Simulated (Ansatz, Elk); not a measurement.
# Lu3Au: X-ray structure factors from the self-consistent density

Structure refinements treat a crystal as free atoms side by side. For a made-up structure of Lu3Au (cell and positions from a PBE relaxation) the runs below show what the calculated density changes in F(hkl).

Calculated with Elk 11.2.3 (patched build); DFT, PBE, all-electron APW+lo, Dirac cores, scalar-relativistic bands, static density, no spin.

The structure was built from a prototype and need not be the compound's stable phase.

### Step 1. Starting point

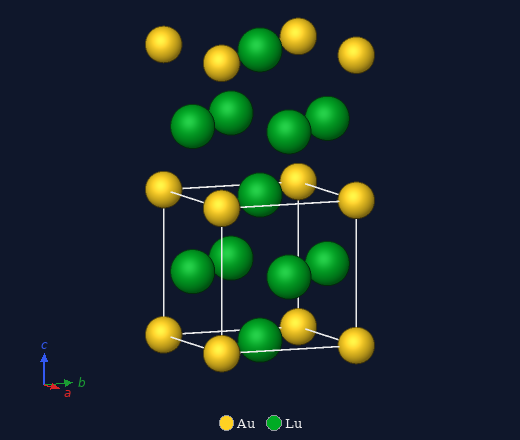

Start, viewed slightly off an axis; gold yellow, lutetium green. 1×1×2 cells are drawn. Some periodic images of atoms are drawn too.

### Step 2. Ground state and structure factors

An all-electron density is needed, since X-rays see the cores too. Task 0 finds the density and task 195 Fourier-transforms it; tshift is off so that phases refer to the origin typed.

elk.in

```
tasks
  0
  195

xctype
  20

spinpol
  .false.

rgkmax
  7.0

gmaxvr
  14.0

lmaxo
  7

lmaxapw
  8

swidth
  0.002

tshift
  .false.

ramdisk
  .false.

hmaxvr
  5.5

maxscl
  120

epspot
  1e-06

sppath
  './'

avec
  8.72238720954 -0.00000000000 -0.00000000000
  -0.00000000000 8.72238720954 0.00000000000
  -0.00000000000 0.00000000000 8.72238720954

atoms
  2
  'Au.in'
  1
  0.0000000000 0.0000000000 0.0000000000   0.000000 0.000000 0.000000
  'Lu.in'
  3
  0.5000000000 0.5000000000 -0.0000000000   0.000000 0.000000 0.000000
  0.5000000000 -0.0000000000 0.5000000000   0.000000 0.000000 0.000000
  0.0000000000 0.5000000000 0.5000000000   0.000000 0.000000 0.000000

ngridk
  5 5 5
```

On the command line:

```console
OMP_NUM_THREADS=4 elk
```

Numbers of over 12 decimals in the logs are rounded to 6 here.

The log of the run:

```text
┌─────────────────────────┐
│ Elk code version 11.2.3 │
└─────────────────────────┘

All units are atomic (Hartree, Bohr, etc.)

┌─────────────────────────────────────────────────┐
│ Ground-state run starting from atomic densities │
└─────────────────────────────────────────────────┘

Lattice vectors :
   8.722387210      -0.000000000      -0.000000000
  -0.000000000       8.722387210       0.000000000
  -0.000000000       0.000000000       8.722387210

Reciprocal lattice vectors :
  0.7203515685       0.000000000       0.000000000
   0.000000000      0.7203515685       0.000000000
   0.000000000       0.000000000      0.7203515685

Unit cell volume      :    663.5995559
Brillouin zone volume :   0.3737950263

Muffin-tin inner radius fraction :   0.1000000000E-01

Nuclei treated as point charges

Species : 1 (Au)
 parameters loaded from : Au.in
 name : gold
 nuclear charge    :   -79.00000000
 electronic charge :    79.00000000
 atomic mass :    359048.0562
 muffin-tin radius :    2.800000000
 number of radial points in muffin-tin :   1393
 inner part over the whole radius :   0.9928931119E-02
 number on inner part of muffin-tin    :   1000
 approximate nuclear radius :   0.1033733540E-03
 number of mesh points to nuclear radius :    523
 atomic positions (lattice), magnetic fields (Cartesian) :
  1 :   0.00000000  0.00000000  0.00000000    0.00000000  0.00000000  0.00000000

Species : 2 (Lu)
 parameters loaded from : Lu.in
 name : lutetium
 nuclear charge    :   -71.00000000
 electronic charge :    71.00000000
 atomic mass :    318945.3298
 muffin-tin radius :    2.800000000
 number of radial points in muffin-tin :   1393
 inner part over the whole radius :   0.9962478555E-02
 number on inner part of muffin-tin    :    999
 approximate nuclear radius :   0.9954169502E-04
 number of mesh points to nuclear radius :    517
 atomic positions (lattice), magnetic fields (Cartesian) :
  1 :   0.50000000  0.50000000  0.00000000    0.00000000  0.00000000  0.00000000
  2 :   0.50000000  0.00000000  0.50000000    0.00000000  0.00000000  0.00000000
  3 :   0.00000000  0.50000000  0.50000000    0.00000000  0.00000000  0.00000000

Total number of atoms per unit cell :    4
Total muffin-tin volume :    367.8092903
 ratio of muffin-tin to unit cell volume :   0.5542639187

Spin treatment :
 spin-unpolarised

Number of Bravais lattice symmetries :   48
Number of crystal symmetries         :   48
Crystal has inversion symmetry
Real symmetric eigensolver will be used

k-point grid :      5     5     5
k-point offset :    0.000000000       0.000000000       0.000000000
k-point set is reduced with full crystal symmetry group
Total number of k-points :       10

Muffin-tin radius times maximum |G+k| :    7.000000000
 using average radius
Maximum |G+k| for APW functions       :    2.500000000
Maximum (1/2)|G+k|²                   :    3.125000000
Maximum |G| for potential and density :    14.00000000
Constant for pseudocharge density :   10
 order of it for each species :   17  17
 order of it for pair densities of each species (exact exchange by exxq0 0: 18) :   10  10
Radial integration step length :    1

G-vector grid sizes :     40    40    40
Number of G-vectors :    30839

Maximum angular momentum used for
 APW functions            :    8
 outer part of muffin-tin :    7
 inner part of muffin-tin :    2

Total nuclear charge    :   -292.0000000
Total core charge       :    186.0000000
Total valence charge    :    106.0000000
Total excess charge     :    0.000000000
Total electronic charge :    292.0000000

Effective Wigner radius, rₛ :   0.8156018621

Number of empty states         :     16
Total number of valence states :     70
Total number of core states    :    186

Third-order local-orbitals added for an l without core states : T
Total number of local-orbitals :    140

Exchange-correlation functional :     20     0     0
 Perdew-Burke-Ernzerhof, Phys. Rev. Lett. 77, 3865 (1996)
 gradient requirement :    1
[...]
Madelung                    :     -78406.448142285
 xc potential                :     -1624.1628517779
 exchange                    :     -1253.4744222932
 correlation                 :     -17.585292839426
 electron entropic           :    -0.14839870853040E-02
 total energy                :     -62791.690254327

Density of states at Fermi energy :    105.2741351
 (states/Hartree/unit cell)

Estimated indirect band gap :   0.2303016189E-02
 from k-point 3 to k-point 10
Estimated direct band gap   :   0.1093750770E-01
 at k-point 9

Charges :
 core                        :    186.0000000
 valence                     :    106.0000000
 interstitial                :    6.518490268
 muffin-tins (core leakage)
  species : 1 (Au)
   atom 1                    :    77.56766351     (  0.1081156424E-03)
  species : 2 (Lu)
   atom 1                    :    69.30461541     (  0.3493275784E-06)
[...]
total in muffin-tins        :    285.4815097
 total calculated charge     :    291.9997120
 total charge                :    292.0000000
 error                       :   0.2879612528E-03

RMS change in Kohn-Sham potential (target) :   0.2947010881     (  0.1000000000E-05)
Absolute change in total energy (target)   :   0.5489027977E-01 (  0.1000000000E-03)

[... loops 3 to 15 left out ...]

┌──────────────────┐
│ Loop number : 16 │
└──────────────────┘

Energies :
 Fermi                       :     0.258385
 sum of occupied eigenvalues :     -38469.829871687
 electron kinetic            :      70652.161169763
 core electron kinetic       :      68293.949306400
 Coulomb                     :     -132171.13093341
 Coulomb potential           :     -107457.37959582
 nuclear-nuclear             :     -5608.5075603320
 electron-nuclear            :     -145784.93034344
 Hartree                     :      19222.306970357
 Madelung                    :     -78442.441135502
 xc potential                :     -1664.6114456258
 exchange                    :     -1254.8039031822
 correlation                 :     -17.596701483461
 electron entropic           :    -0.17169789039993E-02
 total energy                :     -62791.372085296

Density of states at Fermi energy :    130.3239854
 (states/Hartree/unit cell)

Estimated indirect band gap :   0.1029606387E-02
 from k-point 3 to k-point 2
Estimated direct band gap   :   0.4125639726E-02
 at k-point 10

Charges :
 core                        :    186.0000000
 valence                     :    106.0000000
 interstitial                :    5.917521386
 muffin-tins (core leakage)
  species : 1 (Au)
[...]
species : 2 (Lu)
[...]
total in muffin-tins        :    286.0824786
 total calculated charge     :    291.9997860
 total charge                :    292.0000000
 error                       :   0.2140273320E-03

RMS change in Kohn-Sham potential (target) :   0.1920921396E-06 (  0.1000000000E-05)
Absolute change in total energy (target)   :   0.7060519420E-04 (  0.1000000000E-03)

Convergence targets achieved

┌──────────────────┐
│ Loop number : 17 │
└──────────────────┘

Energies :
 Fermi                       :     0.258385
 sum of occupied eigenvalues :     -38469.829903991
 electron kinetic            :      70652.161143872
 core electron kinetic       :      68293.949287957
 Coulomb                     :     -132171.13093570
 Coulomb potential           :     -107457.37959757
 nuclear-nuclear             :     -5608.5075603320
 electron-nuclear            :     -145784.93035025
 Hartree                     :      19222.306974882
 Madelung                    :     -78442.441136915
 xc potential                :     -1664.6114502950
 exchange                    :     -1254.8039032177
 correlation                 :     -17.596701440597
 electron entropic           :    -0.17169792260971E-02
 total energy                :     -62791.372113465

Density of states at Fermi energy :    130.3239932
 (states/Hartree/unit cell)

Estimated indirect band gap :   0.1029614566E-02
 from k-point 3 to k-point 2
Estimated direct band gap   :   0.4125629294E-02
 at k-point 10

Charges :
 core                        :    186.0000000
 valence                     :    106.0000000
 interstitial                :    5.917520387
 muffin-tins (core leakage)
  species : 1 (Au)
[...]
species : 2 (Lu)
   atom 1                    :    69.27040584     (  0.3212544470E-06)
   atom 2                    :    69.27040584     (  0.3212544470E-06)
   atom 3                    :    69.27040584     (  0.3212544470E-06)
 total in muffin-tins        :    286.0824796
 total calculated charge     :    291.9997860
 total charge                :    292.0000000
 error                       :   0.2140285454E-03

┌──────────────────────────────┐
│ Self-consistent loop stopped │
└──────────────────────────────┘

Wrote STATE.OUT
```

Elapsed: 21 s, on 4 threads of Intel Xeon Platinum 8375C at 2.90GHz (Ice Lake), shared host; peak memory 0.24 GiB.

SFACRHO.OUT:

```text

h k l indices transformed by vhmat matrix:
   1.000000000       0.000000000       0.000000000    
   0.000000000       1.000000000       0.000000000    
   0.000000000       0.000000000       1.000000000    

      h      k      l  multipl.   |H|            Re(F)            Im(F)           |F|

      0      0      0      1   0.0000000       292.00000      0.24662318E-16   292.00000    
      0     -1      0      6  0.72035157       8.1728446     -0.16010482E-13   8.1728446    
     -1      0      1     12   1.0187310       7.8596931      0.58425123E-14   7.8596931    
      1      1      1      8   1.2476855       250.26941     -0.44680032E-13   250.26941    
      0      0     -2      6   1.4407031       241.99639      0.28690918E-13   241.99639    
     -1      0     -2     24   1.6107551       6.3686609     -0.14016079E-13   6.3686609    
     -1      1     -2     24   1.7644938       6.2429844     -0.32408403E-13   6.2429844    
      2      2      0     12   2.0374619       217.15018     -0.51707607E-13   217.15018    
      2     -2      1     24   2.1610547       6.0597445      0.22273698E-13   6.0597445    
      0      0      3      6   2.1610547       6.0926987      0.37921902E-13   6.0926987    
     -3      1      0     24   2.2779517       5.9713869      0.51778925E-17   5.9713869    
     -1     -1     -3     24   2.3891359       203.12607      0.60426724E-13   203.12607    
      2     -2     -2      8   2.4953710       199.10320      0.23648624E-13   199.10320    
     -2     -3      0     24   2.5972645       5.8529392     -0.34814891E-13   5.8529392    
     -2      1      3     48   2.6953088       5.8039079     -0.43400786E-13   5.8039079    
      4      0      0      6   2.8814063       185.17431     -0.43877987E-13   185.17431    
      3      2     -2     24   2.9700856       5.7574195      0.24152807E-13   5.7574195    
     -4      0     -1     24   2.9700856       5.7432002     -0.10804882E-13   5.7432002
```

Elk indexes on the primitive cell of elk.in and gives |H| = 4π sin θ/λ in inverse bohr. Below, one row stands for each form hkl of the conventional cell (m members, Friedel mates merged), F is for one primitive cell and the density is static (no thermal factor). Free-atom factors are Waasmaier and Kirfel's, and R is Σm||F|−|F'||/Σm|F|.

```csv
hkl,m,sin θ/λ (Å⁻¹),"abs F, DFT",neutral atoms,diff.
100,6,0.108,8.173,8.340,-0.167
110,12,0.153,7.860,7.886,-0.026
111,8,0.188,250.269,251.078,-0.809
200,6,0.217,241.996,242.841,-0.845
210,24,0.242,6.369,6.594,-0.225
211,24,0.265,6.243,6.363,-0.120
220,12,0.306,217.150,217.577,-0.427
221,24,0.325,6.060,5.977,+0.083
300,6,0.325,6.093,5.977,+0.116
310,24,0.343,5.971,5.901,+0.071
311,24,0.359,203.126,203.448,-0.322
222,8,0.375,199.103,199.368,-0.265
320,24,0.391,5.853,5.738,+0.115
321,48,0.405,5.804,5.697,+0.107
```

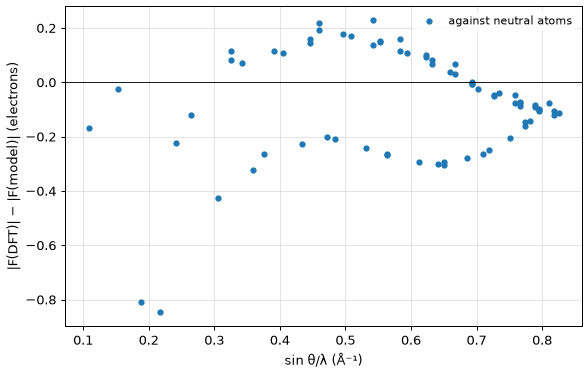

Difference between the calculated structure factors and the independent-atom ones.

### Step 3. The highest occupied states alone

An energy window below the Fermi level keeps the highest occupied states, to see at which angles they scatter; shallow core shells can lie inside it and anion s states outside. No new self-consistency is needed.

elk.in, as its differences from that of step 2:

```diff
@@ -1,3 +1,2 @@
 tasks
-  0
   195
@@ -40,2 +39,5 @@
 
+wsfac
+  -0.182610 0.558390
+
 sppath
```

On the command line:

```console
OMP_NUM_THREADS=4 elk
```

The log of the run:

```text
┌─────────────────────────────────┐
│ Elk code version 11.2.3 started │
└─────────────────────────────────┘

Info(readinput): the functional depends on the density's gradient
 muffin-tin radial points multiplied by    2.00000
 (not where nrmtscf is given)

┌────────────────────┐
│ Current task : 195 │
└────────────────────┘

Info(sfacrho): density structure factors written to SFACRHO.OUT

 Energy window :  -0.1826100000      0.5583900000

┌──────────────────┐
│ Elk code stopped │
└──────────────────┘
```

The job ended after 9 s (4 threads; peak memory 0.17 GiB; 13 s of CPU time).

States within 12 eV below the Fermi level hold 62.00 electrons; any levels below the window count with the cores. Their amplitudes can exceed the total, where window and core parts have opposite phase:

```
hkl  sin θ/λ (Å⁻¹)  abs F, window  abs F, all
100          0.108          6.142       8.173
110          0.153          6.655       7.860
111          0.188         39.817     250.269
200          0.217         36.835     241.996
210          0.242          8.179       6.369
211          0.265          8.190       6.243
220          0.306         29.033     217.150
221          0.325          7.877       6.060
300          0.325          7.836       6.093
310          0.343          7.762       5.971
```

### Step 4. Another functional

The difference from free atoms is small, so it is set against the change that LDA (Perdew-Wang) makes.

elk.in, as its differences from that of step 3:

```diff
@@ -1,2 +1,3 @@
 tasks
+  0
   195
@@ -4,3 +5,3 @@
 xctype
-  20
+  3
 
@@ -39,5 +40,2 @@
 
-wsfac
-  -0.182610 0.558390
-
 sppath
```

On the command line:

```console
OMP_NUM_THREADS=4 elk
```

The log of the run:

```text
┌─────────────────────────┐
│ Elk code version 11.2.3 │
└─────────────────────────┘

All units are atomic (Hartree, Bohr, etc.)

┌─────────────────────────────────────────────────┐
│ Ground-state run starting from atomic densities │
└─────────────────────────────────────────────────┘

Lattice vectors :
   8.722387210      -0.000000000      -0.000000000
  -0.000000000       8.722387210       0.000000000
  -0.000000000       0.000000000       8.722387210

Reciprocal lattice vectors :
  0.7203515685       0.000000000       0.000000000
[...]
valence                     :    106.0000000
 interstitial                :    5.829192051
 muffin-tins (core leakage)
  species : 1 (Au)
[...]
species : 2 (Lu)
[...]
atom 2                    :    69.29865838     ( -0.4400852156E-05)
   atom 3                    :    69.29865838     ( -0.4400852156E-05)
 total in muffin-tins        :    286.1708079
 total calculated charge     :    291.9997267
 total charge                :    292.0000000
 error                       :   0.2732893961E-03

┌──────────────────────────────┐
│ Self-consistent loop stopped │
└──────────────────────────────┘

Wrote STATE.OUT
[key lines of the parts left out:]
total energy                :     -62754.368253960
```

It took 12 s on 4 threads; peak memory 0.16 GiB; 28 s of CPU time.

Against the first run R = 0.01 %; the largest change is -0.055 at 220.

### Step 5. Basis size

A smaller basis shows how fast F responds to it; the change is likely larger than the basis error of the first run, but doesn't show convergence.

elk.in, as its differences from that of step 4:

```diff
@@ -5,3 +5,3 @@
 xctype
-  3
+  20
 
@@ -11,3 +11,3 @@
 rgkmax
-  7.0
+  5.5
```

On the command line:

```console
OMP_NUM_THREADS=4 elk
```

The log of the run:

```text
┌─────────────────────────┐
│ Elk code version 11.2.3 │
└─────────────────────────┘

All units are atomic (Hartree, Bohr, etc.)

┌─────────────────────────────────────────────────┐
│ Ground-state run starting from atomic densities │
└─────────────────────────────────────────────────┘

Lattice vectors :
   8.722387210      -0.000000000      -0.000000000
  -0.000000000       8.722387210       0.000000000
  -0.000000000       0.000000000       8.722387210

Reciprocal lattice vectors :
  0.7203515685       0.000000000       0.000000000
[...]
valence                     :    106.0000000
 interstitial                :    6.149187252
 muffin-tins (core leakage)
  species : 1 (Au)
[...]
species : 2 (Lu)
[...]
atom 2                    :    69.21655849     (  0.3292532114E-06)
   atom 3                    :    69.21655849     (  0.3292532114E-06)
 total in muffin-tins        :    285.8508127
 total calculated charge     :    292.0010002
 total charge                :    292.0000000
 error                       :   0.1000201443E-02

┌──────────────────────────────┐
│ Self-consistent loop stopped │
└──────────────────────────────┘

Wrote STATE.OUT
[key lines of the parts left out:]
total energy                :     -62791.184255029
```

The job ended after 21 s (4 threads; peak memory 0.24 GiB; 48 s of CPU time).

Against the first run R = 0.02 %; the largest change is +0.163 at 220.

### Step 6. A coarser k-mesh

About half the k-points along each axis test the sampling.

elk.in, as its differences from that of step 5:

```diff
@@ -11,3 +11,3 @@
 rgkmax
-  5.5
+  7.0
 
@@ -60,2 +60,2 @@
 ngridk
-  5 5 5
+  2 2 2
```

On the command line:

```console
OMP_NUM_THREADS=4 elk
```

The log of the run:

```text
┌─────────────────────────┐
│ Elk code version 11.2.3 │
└─────────────────────────┘

All units are atomic (Hartree, Bohr, etc.)

┌─────────────────────────────────────────────────┐
│ Ground-state run starting from atomic densities │
└─────────────────────────────────────────────────┘

Lattice vectors :
   8.722387210      -0.000000000      -0.000000000
  -0.000000000       8.722387210       0.000000000
  -0.000000000       0.000000000       8.722387210

Reciprocal lattice vectors :
  0.7203515685       0.000000000       0.000000000
[...]
valence                     :    106.0000000
 interstitial                :    5.866534515
 muffin-tins (core leakage)
  species : 1 (Au)
[...]
species : 2 (Lu)
[...]
atom 2                    :    69.28931688     (  0.3217332178E-06)
   atom 3                    :    69.28931688     (  0.3217332178E-06)
 total in muffin-tins        :    286.1334655
 total calculated charge     :    291.9994358
 total charge                :    292.0000000
 error                       :   0.5642338646E-03

┌──────────────────────────────┐
│ Self-consistent loop stopped │
└──────────────────────────────┘

Wrote STATE.OUT
[key lines of the parts left out:]
total energy                :     -62791.368284559
```

It took 17 s on 4 threads; peak memory 0.24 GiB.

Against the first run R = 0.02 %; the largest change is -0.140 at 200.

### Step 7. Settings against the effect

| run | R against the first run (%) | R against neutral atoms, low angle (%) | wall time |
| --- | --- | --- | --- |
| PBE, rgkmax 7 | 0.00 | 0.54 | 21 s |
| LDA (Perdew-Wang) | 0.01 | 0.53 | 12 s |
| rgkmax 5.5 | 0.02 | 0.57 | 21 s |
| k-mesh 2×2×2 | 0.02 | 0.56 | 17 s |

### Step 8. Summary of results

* R against neutral atoms, sin θ/λ < 0.3 Å⁻¹: 0.54 %
* R against neutral atoms, 0.3 to 0.82 Å⁻¹: 0.31 %

In words: Independent neutral atoms miss the calculated amplitudes by R = 0.54 % below 0.3 Å⁻¹ and 0.31 % from there to 0.82 Å⁻¹; by shells, 2.05 % below 0.15 Å⁻¹ (1 form), 0.52 % 0.15 to 0.3 (5 forms), 0.32 % 0.3 to 0.45 (11 forms), 0.30 % above 0.45 (55 forms). Bonding, aspherical density and the tables' own atoms all enter these figures, and the runs don't part them. The largest change of an amplitude is -0.84 electrons, at 200. The window's part falls from 62.0 electrons at the origin to at most 17.20 between 0.45 and 0.82 Å⁻¹, where compact states inside the window still scatter. Below 0.3 Å⁻¹ the changes that finished (LDA (Perdew-Wang), rgkmax 5.5 and k-mesh 2×2×2) move F by R = 0.06 % at most, against the 0.54 % that separates it from free atoms. Spin-orbit coupling is left out, which can matter for elements this heavy. Part of the difference isn't bonding: the tables are fits to free atoms and ions calculated by other methods than this functional. Thermal motion, anomalous dispersion and extinction are left out.

[Logs are printed without paths, hosts, clocks, repeated set-up lines and the standing remarks that a program may print on its own settings, such as how far it seeks lower states.]

[Hosts, paths, dates, database ids (printed as entryN), source tags and the programs' standing remarks are cut or masked in the printed files.]
